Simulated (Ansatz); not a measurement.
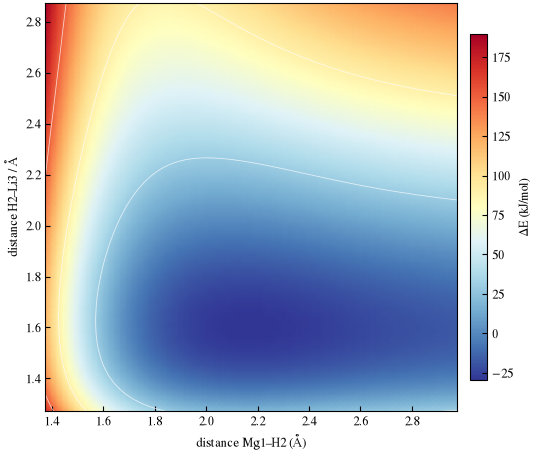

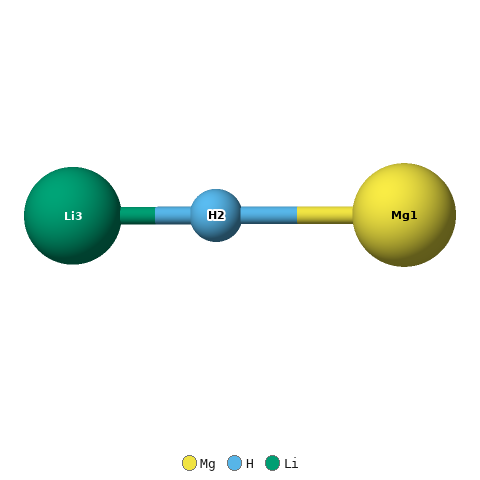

Energy landscape of the system Mg + HLi. 
- First axis: distance Mg1–H2. Second axis: distance H2–Li3.
- Nothing is relaxed (the angle Mg1–H2–Li3 is fixed at 180 degrees).
- Grid: 17 × 17 points.
- Points are written as (first, second).
- All energies are given in kJ/mol relative to Mg far from the relaxed HLi (each part in its own basis).
- The restricted reference is unstable at some or all points, so the energies there are unreliable.
- Computed with RHF-MP2, frozen core/aug-cc-pVTZ in Ansatz 0.2.0.

The picture shows a smooth colour map with a few white contour lines. Between grid points the surface is interpolated. The second picture is the structure at the lowest point.

Summarise what can be read from the map.

Answer. The lowest grid point is at (2.133 Å, 1.625 Å), −30 kJ/mol from Mg far from the relaxed HLi (each part in its own basis). No other kind of well shows on this grid. The highest grid point, (1.376 Å, 2.872 Å), lies 219 kJ/mol above the lowest.

Time for the 289 points that were run: 11 min on 1 thread of Arm Neoverse V1 (shared host).
